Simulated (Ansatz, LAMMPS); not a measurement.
# Electronic structure of glassy 55SiO2-9Al2O3-9FeO-9MgO-14CaO-5Na2O (mol %) (63 atoms)

What does DFT give for glassy 55SiO2-9Al2O3-9FeO-9MgO-14CaO-5Na2O (mol %) (63 atoms) as built?

Method: Kohn-Sham DFT, PBE, PAW (set soft_2), plane waves, in Ansatz 0.2.0.

### Step 1. Starting point

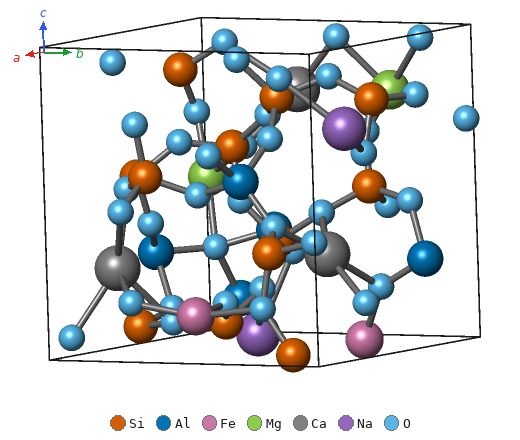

The starting structure, seen slightly off an axis (silicon orange, aluminium blue, iron pink, magnesium green, calcium grey, sodium purple, oxygen blue). Bonds to atoms that aren't drawn are left out. Some periodic images of atoms are drawn too.

The cell holds 63 atoms: 12 Si, 4 Al, 2 Fe, 2 Mg, 3 Ca, 2 Na and 38 O. Its edges and angles: a = 9.258 Å, b = 9.258 Å, c = 9.258 Å, α = 90.0°, β = 90.0°, γ = 90.0°. 63 atoms (12 Si, 4 Al, 2 Fe, 2 Mg, 3 Ca, 2 Na, 38 O) placed at random at 2.67 g/cm³, melted at 3000 K for 20 ps at fixed volume with the Buckingham and Coulomb pair potential of Guillot and Sator (Geochim. Cosmochim. Acta 71, 1249 (2007)) with the boron terms of Wang et al. (J. Non-Cryst. Solids 498, 294 (2018)). Quenched from 3000 K to 300 K at 300 K/ps and fixed volume, held 10 ps at zero pressure.

Limits known from the start: The quench rate of 300 K/ps is many orders above laboratory rates, so the cell is likely richer in defects and strain than a real sample. The network of bonds at the start is that of the classical potential that made the cell, and needn't be the one that DFT or experiment would give. Without a Hubbard term or exact exchange, open shells on Fe are likely too delocalised.

### Step 2. The classical run that made the cell

A classical potential makes the cell, at a small fraction of what the same run would cost in DFT.

This step: classical MD, Buckingham and Coulomb pair potential of Guillot and Sator (Geochim. Cosmochim. Acta 71, 1249 (2007)) with the boron terms of Wang et al. (J. Non-Cryst. Solids 498, 294 (2018)) (LAMMPS 22 Jul 2025 - Update 4).

The input, in.lmp:

```
# melt-quench of Si12Al4Fe2Mg2Ca3Na2O38
units metal
atom_style charge
boundary p p p
region box block 0 9.5007 0 9.5007 0 9.5007
create_box 7 box
mass 1 28.0850   # Si
mass 2 26.9815   # Al
mass 3 55.8450   # Fe
mass 4 24.3050   # Mg
mass 5 40.0780   # Ca
mass 6 22.9898   # Na
mass 7 15.9990   # O
create_atoms 1 random 12 554044 NULL overlap 1.5 maxtry 2000
create_atoms 2 random 4 554051 NULL overlap 1.5 maxtry 2000
create_atoms 3 random 2 554058 NULL overlap 1.5 maxtry 2000
create_atoms 4 random 2 554065 NULL overlap 1.5 maxtry 2000
create_atoms 5 random 3 554072 NULL overlap 1.5 maxtry 2000
create_atoms 6 random 2 554079 NULL overlap 1.5 maxtry 2000
create_atoms 7 random 38 554086 NULL overlap 1.5 maxtry 2000
pair_style buck/coul/long 9.0
pair_coeff * * 0.0 1.0 0.0
pair_coeff 1 7 50306.10 0.161 46.2978   # Si-O
pair_coeff 2 7 28538.42 0.172 34.5778   # Al-O
pair_coeff 3 7 13032.93 0.19 0   # Fe-O
pair_coeff 4 7 32652.64 0.178 27.281   # Mg-O
pair_coeff 5 7 155667.70 0.178 42.2597   # Ca-O
pair_coeff 6 7 120303.80 0.17 0   # Na-O
pair_coeff 7 7 9022.79 0.265 85.0921   # O-O
set type 1 charge 1.89
set type 2 charge 1.4175
set type 3 charge 0.945
set type 4 charge 0.945
set type 5 charge 0.945
# [... 23 lines left out ...]
fix md all nvt temp 3000 300 0.1
run 9000 post no
unfix md
thermo 3333
fix md all npt temp 300 300 0.1 iso 0 0 1
run 10000 post no
unfix md
write_dump all custom glass.dump id type xs ys zs modify sort id
```

On the command line:

```console
lmp -in in.lmp -log none -nocite
```

Numbers of over 12 decimals in the logs are rounded to 6 here.

Log:

```text
LAMMPS (22 Jul 2025 - Update 4)
Created orthogonal box = (0 0 0) to (9.5007 9.5007 9.5007)
Created 12 atoms
Created 4 atoms
Created 2 atoms
Created 2 atoms
Created 3 atoms
Created 2 atoms
Created 38 atoms
PPPM initialization ...
  G vector (1/distance) = 0.32743202
  grid = 8 8 8
  estimated relative force accuracy = 6.2837585e-05
   Step          Time           Temp          PotEng         Press         Density
         0   0              0             -0.8739881      1040779.3      2.6710331
        88   0.088          0             -9.3902143     -23232.93       2.6710331
Loop time of 0.0432256 s on 1 MPI rank(s) for 88 steps with 63 atoms
Minimization stats:
  Stopping criterion = energy tolerance
  Energy initial, next-to-last, final =
    -0.873988096818293  -9.38931101010976  -9.39021432764328
  Force two-norm initial, final = 309.55662 1.748511
  Iterations, force evaluations = 88 132
   Step          Time           Temp          PotEng         Press         Density
[... 7 lines left out ...]
      6666   6.666          2830.6314     -9.0574222     -11075.224      2.6710331
      9999   9.999          3300.221      -8.9638644      32918.042      2.6710331
     13332   13.332         2383.2129     -8.9862361      12100.284      2.6710331
     16665   16.665         3187.6345     -8.9746393      48063.222      2.6710331
     19998   19.998         3096.3896     -8.9503888      12622.539      2.6710331
[... 1 line left out ...]
Loop time of 4.9115 s on 1 MPI rank(s) for 20000 steps with 63 atoms
   Step          Time           Temp          PotEng         Press         Density
[... 12 lines left out ...]
Loop time of 2.15558 s on 1 MPI rank(s) for 9000 steps with 63 atoms
   Step          Time           Temp          PotEng         Press         Density
[... 1 line left out ...]
     33330   33.33          315.54332     -9.4546151     -6320.9339      2.905213
     36663   36.663         252.66693     -9.4520965     -3441.0744      2.9181268
     39996   39.996         258.14748     -9.4520032      3778.8325      2.881711
     40000   40             241.16233     -9.4498921      6664.0654      2.886548
Loop time of 2.83019 s on 1 MPI rank(s) for 10000 steps with 63 atoms
```

Elapsed: 10 s, on 1 thread of Arm Neoverse V2, shared host; peak memory 0.079 GiB.

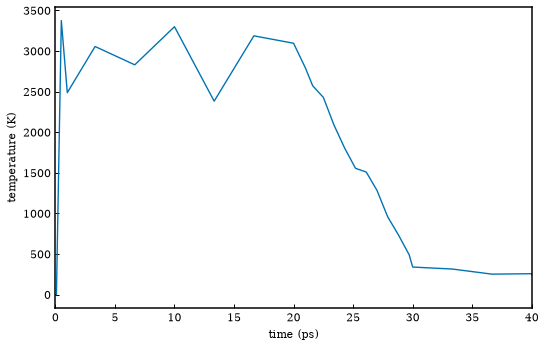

Temperature, plotted against time.

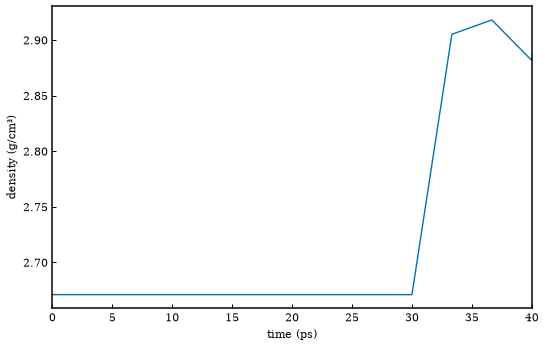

Density, plotted against time.

### Step 3. Plane-wave single point

The electrons are solved once, with the atoms held.

The input, input.yaml:

```yaml
crystal:
  lattice:
    - [9.25811, 0.0, 0.0]
    - [0.0, 9.25811, 0.0]
    - [0.0, 0.0, 9.25811]
  atoms:
    - { symbol: Si, position: [0.4744, 0.90952, 0.80318] }
    - { symbol: Si, position: [0.37167, 0.32435, 0.62907] }
    - { symbol: Si, position: [0.5428, 0.06978, 0.54484] }
    - { symbol: Si, position: [0.37535, 0.48783, 0.334] }
    - { symbol: Si, position: [0.61918, 0.4313, 0.09398] }
    - { symbol: Si, position: [0.1503, 0.00722, 0.84811] }
    - { symbol: Si, position: [0.22972, 0.7437, 0.49823] }
    - { symbol: Si, position: [0.80904, 0.26145, 0.57271] }
    - { symbol: Si, position: [0.93134, 0.78863, 0.35143] }
    - { symbol: Si, position: [0.5688, 0.08302, 0.06845] }
    - { symbol: Si, position: [0.93568, 0.8682, 0.02857] }
    - { symbol: Si, position: [0.50705, 0.57754, 0.80685] }
    - { symbol: Al, position: [0.32535, 0.00096, 0.28149] }
    - { symbol: Al, position: [0.05668, 0.14904, 0.11182] }
    - { symbol: Al, position: [0.09378, 0.30293, 0.33702] }
    - { symbol: Al, position: [0.76286, 0.58794, 0.56009] }
    - { symbol: Fe, position: [0.9583, 0.52337, 0.14766], spin: -4.0 }
    - { symbol: Fe, position: [0.26303, 0.7284, 0.01101], spin: -4.0 }
    - { symbol: Mg, position: [0.02232, 0.70603, 0.78646] }
    - { symbol: Mg, position: [0.1011, 0.0674, 0.50348] }
    - { symbol: Ca, position: [0.80182, 0.14442, 0.27831] }
    - { symbol: Ca, position: [0.55862, 0.77858, 0.31326] }
    - { symbol: Ca, position: [0.05146, 0.37912, 0.78381] }
    - { symbol: Na, position: [0.29054, 0.35066, 0.02242] }
    - { symbol: Na, position: [0.77812, 0.98851, 0.73989] }
    - { symbol: O, position: [0.33555, 0.83966, 0.18997] }
    - { symbol: O, position: [0.31959, 0.97957, 0.8055] }
    - { symbol: O, position: [0.39789, 0.0994, 0.11139] }
    - { symbol: O, position: [0.07463, 0.71684, 0.42362] }
    - { symbol: O, position: [0.74555, 0.50847, 0.16693] }
    - { symbol: O, position: [0.47269, 0.07384, 0.38786] }
    - { symbol: O, position: [0.92702, 0.57029, 0.65747] }
    - { symbol: O, position: [0.70553, 0.12947, 0.5215] }
    - { symbol: O, position: [0.91584, 0.03483, 0.06434] }
    - { symbol: O, position: [0.58557, 0.48004, 0.93177] }
    - { symbol: O, position: [0.10396, 0.87345, 0.96471] }
    - { symbol: O, position: [0.35276, 0.6378, 0.42337] }
    - { symbol: O, position: [0.17502, 0.1328, 0.28617] }
    - { symbol: O, position: [0.93471, 0.95843, 0.38922] }
    - { symbol: O, position: [0.12436, 0.15895, 0.93759] }
    - { symbol: O, position: [0.63273, 0.24334, 0.09163] }
    - { symbol: O, position: [0.98624, 0.30342, 0.18744] }
    - { symbol: O, position: [0.94818, 0.76653, 0.17502] }
    - { symbol: O, position: [0.47064, 0.48002, 0.18739] }
    - { symbol: O, position: [0.2106, 0.44048, 0.28294] }
    - { symbol: O, position: [0.78353, 0.71863, 0.41791] }
    - { symbol: O, position: [0.84196, 0.24833, 0.74247] }
    - { symbol: O, position: [0.10404, 0.5619, 0.96136] }
    - { symbol: O, position: [0.85357, 0.79735, 0.90291] }
    - { symbol: O, position: [0.64264, 0.96674, 0.16987] }
    - { symbol: O, position: [0.53922, 0.91441, 0.63809] }
    - { symbol: O, position: [0.72825, 0.40619, 0.5102] }
    - { symbol: O, position: [0.47695, 0.19174, 0.65144] }
    - { symbol: O, position: [0.26272, 0.91219, 0.46008] }
    - { symbol: O, position: [0.62518, 0.61743, 0.68497] }
    - { symbol: O, position: [0.20408, 0.72385, 0.6716] }
    - { symbol: O, position: [0.20937, 0.27108, 0.61541] }
    - { symbol: O, position: [0.96214, 0.25875, 0.47515] }
    - { symbol: O, position: [0.41843, 0.37796, 0.46305] }
    - { symbol: O, position: [0.57248, 0.01092, 0.91122] }
    - { symbol: O, position: [0.4606, 0.74422, 0.87259] }
    - { symbol: O, position: [0.05081, 0.00344, 0.70374] }
    - { symbol: O, position: [0.38417, 0.46712, 0.73672] }
magnetization:
  spin_polarized: true
kpoints:
  mp_grid: { grid: [2, 2, 2] }
hamiltonian:
  xc: pbe
scf:
  occupations: { method: fermi_dirac, width: 0.025 }
  lower_state_search: "off"
output:
  forces: true
  stress: true
  populations: true
  dos:
    method: { smearing: { sigma: 0.15 } }
    de: 0.1
    projected: { site_lists: { Al: [Al], Ca: [Ca], Fe: [Fe], Mg: [Mg], Na: [Na] } }
  eigenvalues: true
  write_density: true
  write_potential: true
  volumetric_format: npy
```

On the command line:

```console
ansatz run input.yaml --threads 8 --pin off --max-ram 15872MiB --backend cpu --events-out ev --progress --plain --runs-dir out
```

Log:

```text
Engine: ansatz 0.2.0, aarch64-unknown-linux-gnu
Pseudopotentials: kind: paw
Pseudopotential: Si, paw, valence charge 4, recommended cutoff 420 eV (normal), Si.paw.azcp
Pseudopotential: Al, paw, valence charge 3, recommended cutoff 420 eV (normal), Al.paw.azcp
Pseudopotential: Fe, paw, valence charge 16, recommended cutoff 420 eV (normal), Fe.paw.azcp
Pseudopotential: Mg, paw, valence charge 10, recommended cutoff 420 eV (normal), Mg.paw.azcp
Pseudopotential: Ca, paw, valence charge 10, recommended cutoff 420 eV (normal), Ca.paw.azcp
Pseudopotential: Na, paw, valence charge 9, recommended cutoff 420 eV (normal), Na.paw.azcp
Pseudopotential: O, paw, valence charge 6, recommended cutoff 420 eV (normal), O.paw.azcp
Functional definition: PBE
  parameter kappa = 0.804
  parameter beta = 0.066725
  exchange = pbe_x(kappa = kappa, mu = beta*pi^2/3)
  correlation = pbe_c(beta = beta)
Crystal: 63 atoms, lattice volume = 793.537 Å³
Basis set: ecut = 420 eV, 15515 PW (Γ), exchange–correlation on 128×128×128 points (8 copies of the dense FFT grid, shifted against one another)
Bands: 261, of which v1, the nominal top of the filled ones, is band 194 counted from 1 (193 counted from 0)
Symmetry: 1 space group operations
Space group: P1 (ITA 1), of the structure as read, at distance tolerance 9.3e-5 Å
Magnetic group: BNS 1.1 (UNI 1), of the structure as read, at distance tolerance 9.3e-5 Å
k-points: 8
Non-local potential: Si, projectors of the file, l = 0: 2, l = 1: 2, l = 2: 2
Non-local potential: Al, projectors of the file, l = 0: 2, l = 1: 2, l = 2: 1
Non-local potential: Fe, projectors of the file, l = 0: 3, l = 1: 2, l = 2: 3, l = 3: 1
Non-local potential: Mg, projectors of the file, l = 0: 3, l = 1: 2, l = 2: 1
Non-local potential: Ca, projectors of the file, l = 0: 3, l = 1: 2, l = 2: 2
Non-local potential: Na, projectors of the file, l = 0: 3, l = 1: 2, l = 2: 1
Non-local potential: O, projectors of the file, l = 0: 2, l = 1: 2, l = 2: 1
PAW form: soft (Blöchl's): semilocal exchange-correlation on the pseudo side does not see the compensation charge
PAW one-centre angular grid: Si, 110 points (default); XC on 64 Gauss nodes
PAW one-centre angular grid: Al, 110 points (default); XC on 64 Gauss nodes
PAW one-centre angular grid: Fe, 590 points (default); XC on 64 Gauss nodes
PAW one-centre angular grid: Mg, 110 points (default); XC on 64 Gauss nodes
PAW one-centre angular grid: Ca, 110 points (default); XC on 64 Gauss nodes
PAW one-centre angular grid: Na, 110 points (default); XC on 64 Gauss nodes
PAW one-centre angular grid: O, 110 points (default); XC on 64 Gauss nodes
Initial density: superposition of atomic densities (chi_scale 0.1, normalization cell, long waves kept (reshape's long-wave potential 0.81 eV rms))
Starting moments: Σ|m| = 8 μB on 2 of 63 sites
Initial wavefunctions: pseudopotential atomic-orbital guess
Functional: x = pbe(κ = 0.804, μ = 0.219515), c = pbe(β = 0.066725)
SCF iter   1: F=—  HF=-52711.157348 eV  |F-HF|=—  |Δ(HF+E_count)|=         —  Δρ=1.85e-1 (↑1.85e-1 ↓6.38e-2)  dr2=6.63e2  dr2_m=3.84e1  M=-0.011 μB ∫|m|=0.525 μB  β_m=0.30  ethr=3.10e-3  ⟨swp⟩=7.4  Hψ=19848  notcnv=0  defer=671
preconditioner: auto → Resta (q_TF=auto, 2.422 Å⁻¹)  ε∞=3.8  [insulator: Δε(μ)=0.139 eV  Ē_g=13.965 eV  σ=0.025 eV  W_gap=0.88  n_scr=178 (ndim 8)  ℏωp=23.4 eV  f_vac=0.016  D(μ)=7.23/eV (n_scr^D=26)  ε∞_Penn≈3.8]
spin=Collinear: Resta preconditioning applied to the charge; magnetization (m = ρ↑ − ρ↓) channel mixes plain (no charge-response kernel on spin).
SCF iter   2: F=—  HF=-52700.601186 eV  |F-HF|=—  |Δ(HF+E_count)|=    1.06e1  Δρ=2.18e-1 (↑8.84e-2 ↓2.18e-1)  dr2=1.14e3  dr2_m=3.89e1  M=-0.167 μB ∫|m|=0.643 μB  β_m=0.30  ethr=3.10e-3  ⟨swp⟩=5.6  Hψ=11697  notcnv=0  defer=888
[...]
SCF iter  46: F=—  HF=-52635.873075 eV  |F-HF|=—  |Δ(HF+E_count)|=   6.24e-6  Δρ=3.18e-5 (↑3.18e-5 ↓1.60e-5)  dr2=1.51e-5  dr2_m=8.97e-7  M=-8.000 μB ∫|m|=8.104 μB  β_m=0.82  ethr=2.38e-9  ⟨swp⟩=2.6  Hψ=6339  notcnv=0  defer=958
SCF iter  47: F=—  HF=-52635.873075 eV  |F-HF|=—  |Δ(HF+E_count)|=   9.35e-8  Δρ=3.13e-5 (↑3.13e-5 ↓1.17e-5)  dr2=1.24e-5  dr2_m=1.24e-6  M=-8.000 μB ∫|m|=8.104 μB  β_m=0.61  ethr=2.38e-9  ⟨swp⟩=2.0  Hψ=6330  notcnv=0  defer=958
SCF iter  48: F=—  HF=-52635.873074 eV  |F-HF|=—  |Δ(HF+E_count)|=   1.06e-6  Δρ=9.24e-6 (↑9.24e-6 ↓4.38e-6)  dr2=6.32e-7  dr2_m=1.27e-7  M=-8.000 μB ∫|m|=8.104 μB  β_m=0.80  ethr=2.38e-9  ⟨swp⟩=2.0  Hψ=6322  notcnv=0  defer=958
SCF iter  49: F=—  HF=-52635.873074 eV  |F-HF|=—  |Δ(HF+E_count)|=   1.08e-7  Δρ=9.23e-6 (↑9.23e-6 ↓2.13e-6)  dr2=7.53e-7  dr2_m=1.23e-7  M=-8.000 μB ∫|m|=8.104 μB  β_m=0.80  ethr=1.63e-10  ⟨swp⟩=2.0  Hψ=6330  notcnv=0  defer=958
SCF iter  50: F=—  HF=-52635.873074 eV  |F-HF|=—  |Δ(HF+E_count)|=   1.73e-7  Δρ=6.61e-6 (↑6.61e-6 ↓3.67e-6)  dr2=5.34e-7  dr2_m=4.14e-8  M=-8.000 μB ∫|m|=8.104 μB  β_m=0.65  ethr=1.63e-10  ⟨swp⟩=2.0  Hψ=6330  notcnv=0  defer=958
SCF iter  51: F=-52635.873074 eV  HF=-52635.873074 eV  |F-HF|=2.05e-8  |Δ(HF+E_count)|=   1.00e-9  Δρ=3.04e-6 (↑3.04e-6 ↓1.07e-6)  dr2=5.28e-8  dr2_m=1.37e-8  M=-8.000 μB ∫|m|=8.104 μB  ethr=2.58e-11  ⟨swp⟩=19.2  Hψ=38871  notcnv=0
SCF 1 converged in 51 iterations: F = -52635.873074 eV  dr2 = 5.28e-8
[...]
SCF converged after 51 iterations
Magnetization: -8.0000 μB (190.0000 up, 198.0000 down)
Absolute magnetization: 8.1044 μB (∫|ρ↑−ρ↓|, with the PAW one-centre terms)
Spin contamination: 0.0239 ħ² per cell (⟨S²⟩ above its minimum at these occupations)
Per-site moments (μB) at R_I (Å): [(-0.000223606, 0.648984), (-1.5450837056053858e-5, 0.652247), (-2.79133168928281e-5, 0.656759), (-0.000270479, 0.667842), (-0.00243335, 0.630376), [...]
Free energy (F): -52635.873074 eV
Harris-Foulkes:  -52635.873074 eV  (|F-HF|=2.05e-8)
Internal energy: -52635.869160 eV  (E = F + TS)
E sigma→0 (E₀):  -52635.871117 eV
Entropy (-TS):   -0.003914 eV (-0.062 meV/atom)
Fermi energy:    6.552655 eV
--- Per-component energies (eV) ---
  E_band       = -3100.533337
  E_kinetic    = 9315.094043
  E_local      = -32579.027974  (includes V_loc(G=0)·N_el)
  E_nonlocal   = 3229.450239
  E_hartree    = 12297.296783
  E_xc         = -4436.676544
  E_vxc        = -5283.786001  (∫ρ·V_xc dr)
  E_paw        = -20488.112636  (= ΣΔE_a)
  E_vpaw       = -2376.944568  (= ΣTr[D̂ρ^β])
  E_aug_tail   = 0.097740  (compensation charges beyond the density's cutoff)
  E_ewald      = -19973.990811
  E_smearing   = -0.003914  (= −TS)
  E_closure    = 0.000000  (closes the sum)
  Σ components = -52635.873074   (vs F -52635.873074, Δ=0.00e0)
--- Forces (eV/Å), atoms counted from 1 ---
  atom   1  Si     0.04226457     0.34453018     1.24148617
  atom   2  Si    -0.40225226     1.63291368    -2.53956123
  atom   3  Si    -1.50332666     1.08067137    -0.46753821
  atom   4  Si    -2.64826105    -1.95834365     2.08831830
  atom   5  Si    -1.35043700    -2.62359204    -0.49393979
  atom   6  Si    -0.09308291     0.27888723    -2.78276542
  atom   7  Si    -1.51755198     0.99571655     2.55042281
  atom   8  Si     0.52483538     3.71447370     2.09932793
  atom   9  Si     1.39814084     1.32436612     1.83785978
  atom  10  Si    -3.83356379    -1.34687443     1.27985067
  atom  11  Si    -0.54661892    -0.70253251     0.87196213
  atom  12  Si     2.17911190     0.43080616    -2.25479518
  atom  13  Al     0.62356702     1.34478962    -0.37274709
  atom  14  Al     1.32994946    -1.20403886    -0.53176495
[...]
atom  62  O      0.28470320    -0.31641612     1.19246907
  atom  63  O     -0.11881691    -0.28760837     1.17989759
  max |Σ_I F_I| component: 7.22e-5 eV/Å
--- Stress (GPa, compression-positive) ---
        5.404995       0.190563       0.981944
        0.190525       1.344162       0.484879
        0.981980       0.484821       0.333714
  P = ⅓ Tr σ = 2.3610 GPa (23.610 kbar)
--- Band table (eV; the first three rows and the last of 16) ---
  k-point 0 ↑: bands = ["-79.4216", "-78.9489", "-68.3490", "-67.4551", [... 245 levels ...], "14.1525", "14.1990", "14.2837", "14.3714", "14.4609", "14.5178", "14.5959", "14.7258", "14.7686", "14.8931", "14.9144", "15.0076"]
[...]
--- Löwdin populations: 63 sites ---
  site symbol       q [e]    m [muB]
     0     Si      2.2394    -0.0004
     1     Si      2.2919    -0.0001
     2     Si      2.3015    -0.0001
[...]
62      O      6.7844    -0.0009
  spilling = 0.011266 (of n_electrons = 388.000000)
```

Elapsed: 2.4 min, on 8 threads of Arm Neoverse V2, shared host; peak memory 7.6 GiB; 18 min of CPU time.

In the SCF lines HF is the Harris–Foulkes energy and dr2 the Hartree energy of the density residual, in eV; the loop may stop once dr2 is under the threshold and the program's other checks hold. Hψ counts applications of the Hamiltonian.

The run gave:

- free energy: -52635.8731 eV
- free energy per atom: -835.4900 eV/atom
- SCF cycles: 51
- pressure: 2.361 GPa
- r.m.s. force component: 1.213 eV/Å
- longest force: 4.299 eV/Å
- Fermi energy: 6.553 eV
- gap (highest filled to lowest empty level): 0.2033 eV
- total moment: -8 μB
- absolute moment: 8.104 μB
- spilling of the projection: 0.01127

Neighbours are counted within 2.08 Å (O-Si), 2.33 Å (O-Al), 2.83 Å (O-Ca), 2.52 Å (O-Fe), 2.62 Å (O-Mg), 2.88 Å (O-Na).

Length of the force by element and coordination:

```
element  coordination  atoms  mean length of the force (eV/Å)  spread  least   most
     Al           all      4                             2.49   0.805   1.53   3.39
     Al             4      3                             2.81   0.672   1.87   3.39
     Al             5      1                             1.53       0   1.53   1.53
     Ca           all      3                             1.56   0.195   1.29   1.73
     Ca             4      1                             1.29       0   1.29   1.29
     Ca             5      1                             1.73       0   1.73   1.73
     Ca             7      1                             1.68       0   1.68   1.68
     Fe           all      2                             1.76  0.0075   1.76   1.77
     Mg           all      2                             1.39   0.389   1.00   1.78
     Mg             5      1                             1.00       0   1.00   1.00
     Mg             6      1                             1.78       0   1.78   1.78
     Na           all      2                            0.775   0.344  0.431   1.12
     Na             5      1                            0.431       0  0.431  0.431
     Na             6      1                             1.12       0   1.12   1.12
      O           all     38                             1.58   0.804  0.306   3.66
      O             2     11                             1.56   0.699  0.787   3.22
      O             3     20                             1.52   0.941  0.306   3.66
      O             4      6                             1.91   0.296   1.47   2.33
      O             5      1                             1.10       0   1.10   1.10
     Si           all     12                             2.89   0.972   1.25   4.30
```

(Part 1 of 2 ends here.)

[Logs are printed without paths, hosts, clocks, repeated set-up lines and the standing remarks that a program may print on its own settings, such as how far it seeks lower states.]

[Hosts, paths, dates, database ids (printed as entryN), source tags and the programs' standing remarks are cut or masked in the printed files.]
